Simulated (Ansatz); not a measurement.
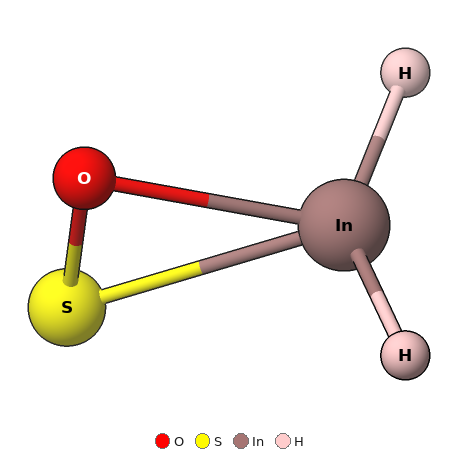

The picture shows a molecular structure as a ball-and-stick model. Every bond is drawn as one stick, whatever its order.

Charge 0, doublet.

Description:

It has 5 atoms: 2 hydrogen, 1 indium, 1 oxygen and 1 sulfur (H2InOS). This geometry has Cs symmetry. It is an open-shell species.

More results for the same structure follow; atom numbers are the same in all pictures, views and colours differ. Computed geometry: PBE0-D4/def2-TZVP optimisation. No frequency run is at hand to confirm it as a minimum.

## Geometry

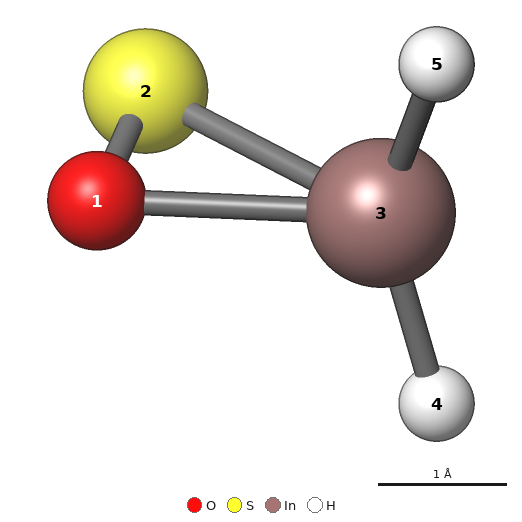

Atoms carry their numbers in the input. No frequency run is at hand to confirm it as a minimum.

Give these bond angles: S2–O1–In3, O1–S2–In3, O1–In3–S2, O1–In3–H4, S2–In3–H4, H4–In3–H5.

| angle | degrees |
| --- | --- |
| S2–O1–In3 | 80.4 |
| O1–S2–In3 | 61.2 |
| O1–In3–S2 | 38.3 |
| O1–In3–H4 | 105.7 |
| S2–In3–H4 | 108.0 |
| H4–In3–H5 | 143.7 |

## Electronic properties

No frequency run is at hand to confirm it as a minimum. Level of theory: UHF-CCSD(T), frozen core/def2-TZVPP, core potentials on In (Ansatz 0.2.0).

Computed properties:

- ⟨S²⟩ of the determinant: 0.780
- T1 diagnostic: 0.020

## Charges

The questions are on Mulliken charges. No frequency run is at hand to confirm it as a minimum. Properties computed with UKS PBE0-D4/def2-TZVP, core potentials on In (Ansatz 0.2.0).

Give the Mulliken charges atom by atom.

| atom | value (e) |
| --- | --- |
| O1 | −0.40 |
| S2 | 0.03 |
| In3 | 0.49 |
| H4 | −0.06 |
| H5 | −0.06 |

## Dipole moment

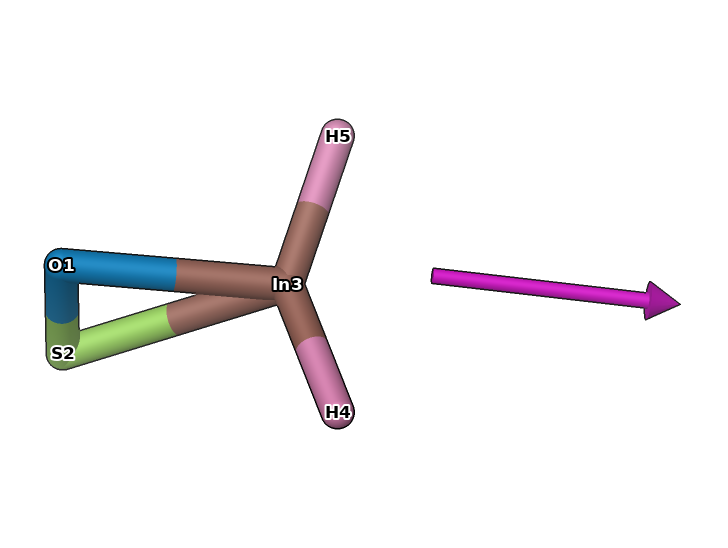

The arrow beside the molecule shows the direction of the dipole moment, from the negative to the positive end (its length means nothing). No frequency run is at hand to confirm it as a minimum. Level of theory: UKS PBE0-D4/def2-TZVP, core potentials on In (Ansatz 0.2.0).

How large is the dipole moment?

2.27 D; it points from the side of O1 to the side of H4, H5 (the outermost atoms at the two ends).

Mulliken values depend strongly on the basis set and can even reverse the polarity of a bond.
